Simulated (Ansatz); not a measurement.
**Cl₂H₄N₂Ti···HBr: density, localisation and related maps**

Input file:

```
crystal:
  periodic: [false, false, false]
  atoms:
    - { symbol: Ti, position_ang: [-0.111023, 0.111774, -0.049828] }
    - { symbol: Cl, position_ang: [-0.193127, 0.214649, 2.290784] }
    - { symbol: "N", position_ang: [1.619332, 0.105294, -0.632911] }
    - { symbol: H, position_ang: [2.290877, -0.595326, -0.366886] }
    - { symbol: H, position_ang: [2.004021, 0.74717, -1.302285] }
    - { symbol: "N", position_ang: [-0.78887, 1.671289, -0.69758] }
    - { symbol: H, position_ang: [-1.596888, 1.728473, -1.293727] }
    - { symbol: H, position_ang: [-0.464236, 2.583091, -0.422461] }
    - { symbol: Cl, position_ang: [-1.404946, -1.474043, -0.937067] }
    - { symbol: Br, position_ang: [1.57015, -2.962518, 1.307848] }
    - { symbol: H, position_ang: [1.032409, -2.043452, 2.349013] }
basis:
  gaussian: { orbitals: def2-SVP }
hamiltonian:
  xc: hf
relax:
  f_tol: 0.03
  max_steps: 50
output:
  orbitals: {}
```

Launched as:

```sh
ansatz run input.yaml --threads 4 --pin off --max-ram 5120MiB --backend cpu --events-out ev --progress --plain --runs-dir out
```

The fields are those of the relaxed geometry.

Level of theory: RHF/def2-SVP in Ansatz 0.2.0.

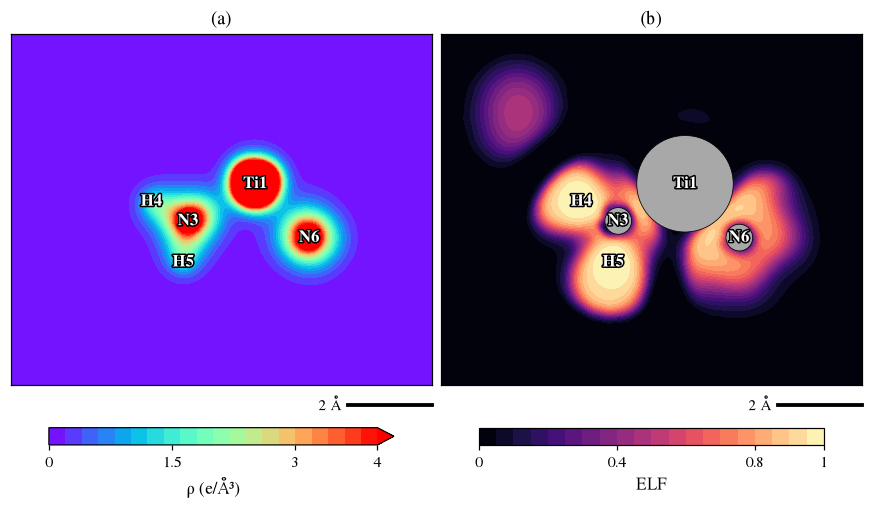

Figure 1. (a) total electron density; (b) electron localisation function on the plane of atoms N3, Ti1 and N6. Grey discs cover the atomic cores in the ELF map.

**Read the bonding off the picture.**

The section cuts through Ti, N and H sites.
Ti–N (1.82 Å): ρ is about 1.1 e/Å³ halfway; the ELF peaks at about 0.90 in the valence shell of N, 0.6 Å from its nucleus, and is about 0.35 at the midpoint.
N–H (1.00 Å): the density is about 2.8 e/Å³ at the midpoint; the ELF climbs to about 1 towards the hydrogen, as it does in any bond to H (a covalent bond by its length).

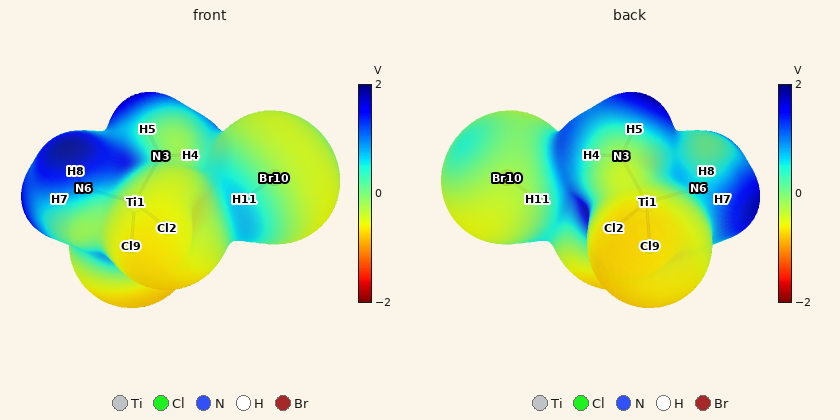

Figure 2. The electrostatic potential painted on the density surface at 0.001 e/bohr³, seen from the front and from behind; the colour scale runs from red (negative) to blue (positive).

**Describe the electrostatic potential map.**

The most negative region (about −0.8 V) lies over Cl2 and Cl9, the most positive (about +1.9 V) over H5 and H8. Br10 shows a σ-hole: about +0.5 V at the tip opposite its bond, against about −0.3 V on its flanks.

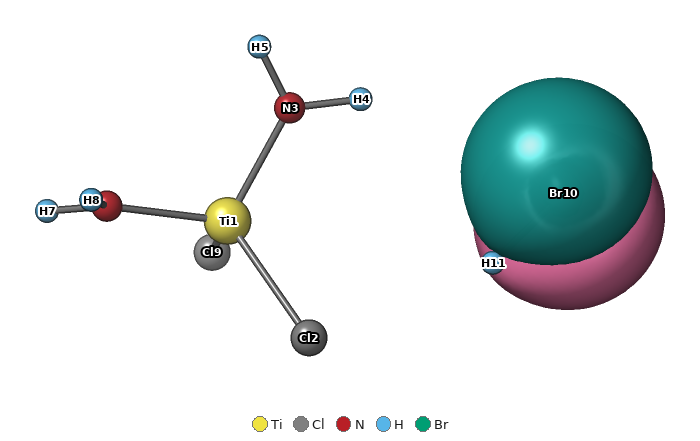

Figure 3. The HOMO−1 at ±0.1 Å⁻³ᐟ² (teal and pink are the two phases), seen across its widest extent.

**What is the character of this orbital?**

It lies mainly on Br10 (about 95 %); largely a lone pair of Br10. Its energy is −11.63 eV.
